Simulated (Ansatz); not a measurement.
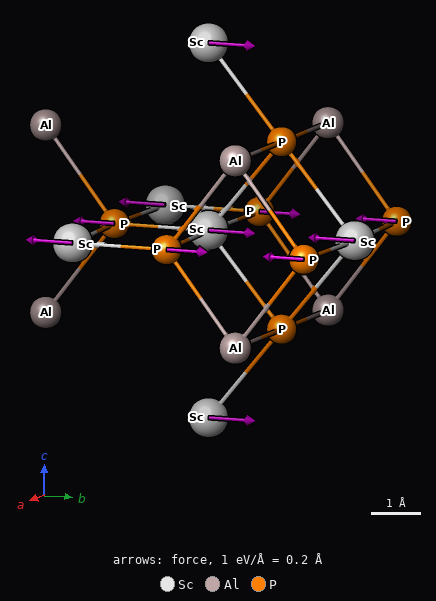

Starting geometry of a crystal of Sc2AlP3 (a generated structure, set up in Cmmm) (coarse preliminary run) with the computed forces as purple arrows. A ball-and-stick model of the atoms within 4.2 Å of the atom that moves most (axes of the conventional cell (2 times the calculation's cell)), seen slightly off an axis. Lengths and directions refer to the drawn axes.

The calculation used DFT PBE, scalar-relativistic, plane waves, PAW in Ansatz. Settings: plane-wave cutoff 420 eV; k-point mesh 4 × 4 × 4; occupations gaussian; smearing width 0.1 eV; no spin polarisation; cell and atoms relaxed; force threshold 0.04 eV/Å; at most 70 steps.

**What follows when this structure is relaxed?**

It isn't relaxed: the largest force vector, on Sc atoms, is 5.52 eV/Å. The atoms end up moving mostly along the starting forces (cosine between the two patterns 0.99). The largest moves relative to the cell, 0.10 Å, are those of Sc atoms. By element the largest moves are Sc 0.10 Å, P 0.07 Å. Al stays in place. The drawn cell changes as follows: a 5.018 → 5.230 Å (+4.2 %), b 10.617 → 12.056 Å (+13.6 %), c 3.951 → 3.860 Å (−2.3 %); the volume changes by +15.6 %. Among the contacts that change: P–Sc 2.120 → 2.579 Å, Sc–Sc 3.220 → 3.612 Å, Sc–Sc 3.291 → 3.536 Å, Al–P 2.509 → 2.615 Å. Bond angles that change, for instance: Al–P–Al 104.0° → 97.9°, P–Al–P 76.0° → 82.1°, P–Al–P 104.0° → 97.9°. The space group stays Cmmm (No. 65). The energy falls by 2.612 eV per cell of the calculation in 5 accepted moves (6 points after the start). The largest force component goes from 5.5 to 0.033 eV/Å. Pressure: 23.11 GPa at the start and 0.13 GPa at the end. The SCF was repeated once at an unchanged geometry on a basis and grid sized afresh for the cell, which shifted the energy by 12.3 meV per cell of the calculation at most.

Limits of the set-up: the k-point mesh is coarse for a cell with partly filled bands.
